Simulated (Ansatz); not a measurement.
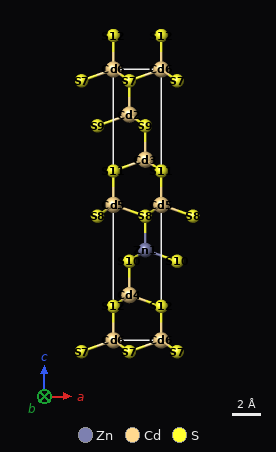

A crystal of ZnCd5S6 (a generated structure, set up in P3m1) (coarse preliminary run), before the relaxation. A ball-and-stick model of the cell of the calculation, seen along the b axis.

Level of theory: DFT PBE, scalar-relativistic, plane waves, PAW (Ansatz).

Input
```yaml
crystal:
  lattice:
    - [4.02160744, 0.0, 0.0]
    - [-2.01080372, 3.4828142, 0.0]
    - [0.0, 0.0, 19.72671336]
  atoms:
    - { symbol: Zn, position: [0.66666667, 0.33333333, 0.33326483] }
    - { symbol: Cd, position: [0.33333333, 0.66666667, 0.83326483] }
    - { symbol: Cd, position: [0.66666667, 0.33333333, 0.66686374] }
    - { symbol: Cd, position: [0.33333333, 0.66666667, 0.16686374] }
    - { symbol: Cd, position: [0.0, 0.0, 0.4999412] }
    - { symbol: Cd, position: [0.0, 0.0, 0.9999412] }
    - { symbol: S, position: [0.33333333, 0.66666667, 0.95811558] }
    - { symbol: S, position: [0.66666667, 0.33333333, 0.45811558] }
    - { symbol: S, position: [0.66666667, 0.33333333, 0.79170823] }
    - { symbol: S, position: [0.33333333, 0.66666667, 0.29170823] }
    - { symbol: S, position: [0.0, 0.0, 0.62510741] }
    - { symbol: S, position: [0.0, 0.0, 0.12510741] }
basis:
  ecutwfc: 420
kpoints:
  mp_grid: { grid: [6, 6, 1] }
hamiltonian:
  xc: pbe
scf:
  occupations: { method: gaussian, width: 0.1 }
  lower_state_search: "off"
output:
  forces: true
  stress: true
  eigenvalues: true
relax:
  adjacent_minimum: "off"
  f_tol: 0.04
  max_steps: 70
  cell: { stress_tol: 0.4 }
```

Command:
```bash
ansatz run input.yaml --threads 1 --pin off --max-ram 2560MiB --backend cpu --events-out ev --progress --plain --runs-dir out
```

### Predict the outcome.

The largest moves relative to the cell, 0.19 Å, are those of S8 and S10. S10 goes along +c. Largest moves by element: S 0.19 Å, Cd 0.16 Å. Zn stays in place. The drawn cell changes as follows: a = b 4.022 → 4.130 Å (+2.7 %), c 19.727 → 20.331 Å (+3.1 %); the volume changes by +8.7 %. Some distances before and after: Zn1–S8 2.463 → 2.353 Å, Cd2–S7 2.463 → 2.557 Å, Cd2–S9 2.462 → 2.551 Å, Cd5–S11 2.469 → 2.558 Å. Bond angles that change, for instance: S8–Zn1–S10 109.4° → 105.5°, Zn1–S10–Cd4 109.4° → 105.5°, Zn1–S10–Zn1 109.5° → 113.1°. The space group stays P3m1 (No. 156). After 3 accepted moves (4 points after the start) the energy has fallen by 0.643 eV per cell of the calculation. Largest force component: 1.2 eV/Å at the start, 0.016 eV/Å at the end. Pressure: 6.04 GPa at the start and −0.02 GPa at the end. The SCF was repeated once at an unchanged geometry on a basis and grid sized afresh for the cell, which shifted the energy by 5.4 meV per cell of the calculation at most.

The structure at the end:

```xyz
12
Lattice="4.1305 0.0000 0.0000 -2.0652 3.5771 0.0000 0.0000 0.0000 20.3314" Properties=species:S:1:pos:R:3 pbc="T T T"
Zn    2.0652    1.1924    6.7771
Cd    0.0000    2.3847   16.9517
Cd    2.0652    1.1924   13.4882
Cd    0.0000    2.3847    3.5512
Cd   -2.0652    3.5771   10.0261
Cd   -2.0652    3.5771    0.0854
S     0.0000    2.3847   19.5086
S     2.0652    1.1924    9.1302
S     2.0652    1.1924   16.0453
S     0.0000    2.3847    6.1159
S    -2.0652    3.5771   12.5837
S    -2.0652    3.5771    2.6422
```

The end point in the same view:

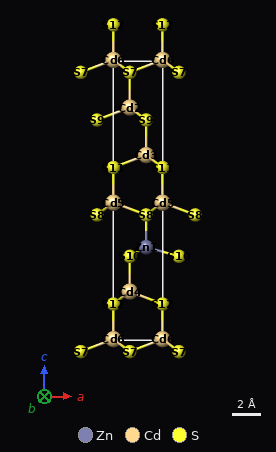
